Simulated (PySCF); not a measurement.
## Electronic structure of C5H17B2NSi in real space

Input

```
{"job": {"kind": "nmr", "xc": "PBE0", "basis": "pcSseg-1"}, "charge": 0, "multiplicity": 1}
C      2.848806    -1.270539     0.535099
B      1.974751    -0.267856    -0.330058
C      2.776746     0.858975    -1.111238
B      0.337008    -0.430922    -0.493251
N     -0.595258     0.247478     0.321352
Si    -0.180402     1.321364     1.628849
C     -2.040650     0.095243     0.114318
C     -2.482838    -1.342106     0.379068
C     -2.455124     0.561060    -1.279655
H      3.179166    -2.075899    -0.123307
H      3.752871    -0.818488     0.940889
H      2.308445    -1.742423     1.353873
H      2.343415     1.109150    -2.078048
H      3.830813     0.630986    -1.262821
H      2.735473     1.772872    -0.516508
H     -0.102696    -1.139053    -1.334570
H     -0.907808     0.881559     2.828685
H     -0.613803     2.682845     1.279156
H      1.259403     1.257844     1.845815
H     -2.551883     0.741210     0.841031
H     -3.560530    -1.433939     0.263246
H     -2.212328    -1.633070     1.391805
H     -1.995107    -2.020433    -0.315084
H     -2.001663    -0.064557    -2.042738
H     -2.130981     1.587001    -1.438459
H     -3.536873     0.514312    -1.384173
```

Launched as:

```sh
OMP_NUM_THREADS=1 python probes_run.py task.json out
```

Geometry: GFN2-xTB.

Computed with PySCF, PBE0/pcSseg-1, SCF density, gas phase, non-relativistic.

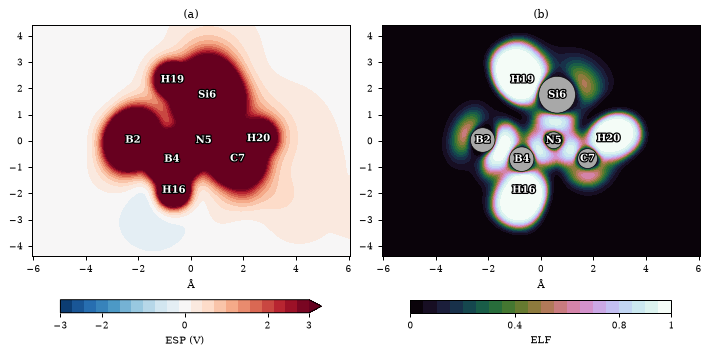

Figure 1. (a) electrostatic potential; (b) ELF on the plane of atoms B4, N5 and C7. Grey discs cover the atomic cores in the ELF map.

What does the map show?

The plane passes through B, N, Si, C and H nuclei.
B–N (1.41 Å): the ELF peaks at about 0.90 between the atoms; a polar covalent bond.
C–N (1.47 Å): the ELF peaks at about 0.90 between the atoms: localised, covalent bonding.
B–B (1.65 Å): the ELF peaks at about 1 between the atoms, as expected for a covalent bond.
Si–N (1.74 Å): the ELF peaks at about 0.90 between the atoms (a polar covalent bond).
C–H (1.10 Å): the ELF climbs to about 1 towards the hydrogen, as it does in any bond to H (a covalent bond by its length).
Outside the dense part of the molecule the potential is most negative (−0.3 V) near H16.

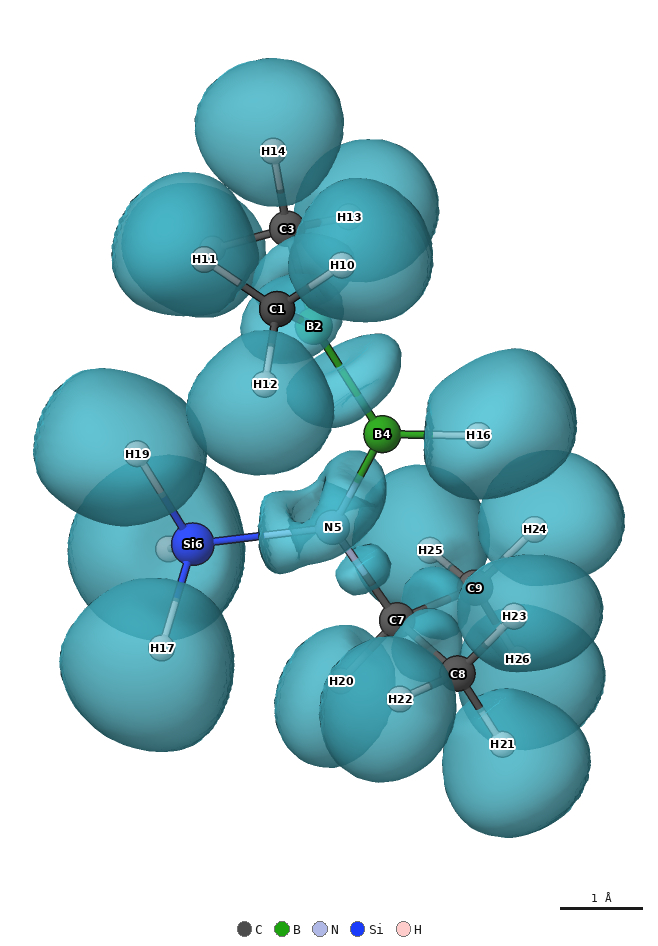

Figure 2. Isosurface of the electron localisation function at 0.8 (cyan), seen at an oblique angle. Only the valence region is drawn (cores and ρ < 0.01 e/Å³ removed).

Identify the bonds, lone pairs and shells in this picture.

The ELF exceeds this value in one region between bonded B–B atoms (shared pairs), two regions between bonded B–C atoms (shared pairs), two regions between bonded C–C atoms (shared pairs), one region between bonded C–N atoms (shared pairs), 17 regions around hydrogen nuclei and one region on N in which the atom's valence shell and bonds are merged.

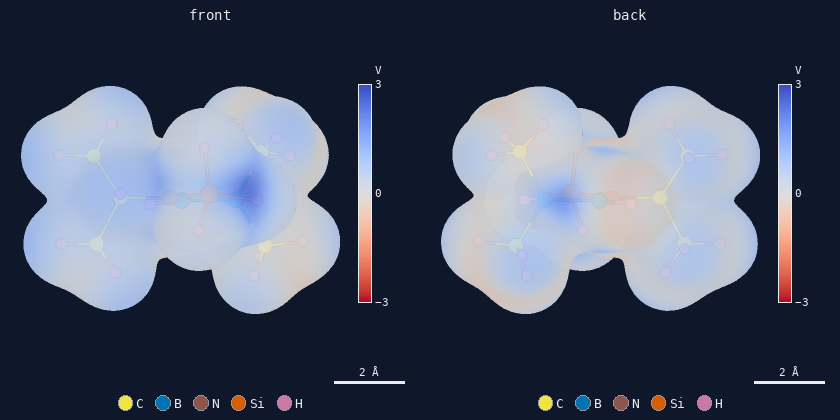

Figure 3. The electrostatic potential painted on the density surface at 0.004 e/bohr³, seen from the front and from behind; the colour scale runs from red (negative) to blue (positive).

Which sites attract a positive test charge, and which a negative one?

A positive charge is drawn to the negative regions and a negative charge to the positive ones. The most negative region (about −0.3 V) lies over N5 and H16, the most positive (about +2.1 V) over Si6.

How polar is the molecule by this calculation?

Its dipole moment is 1.17 D.
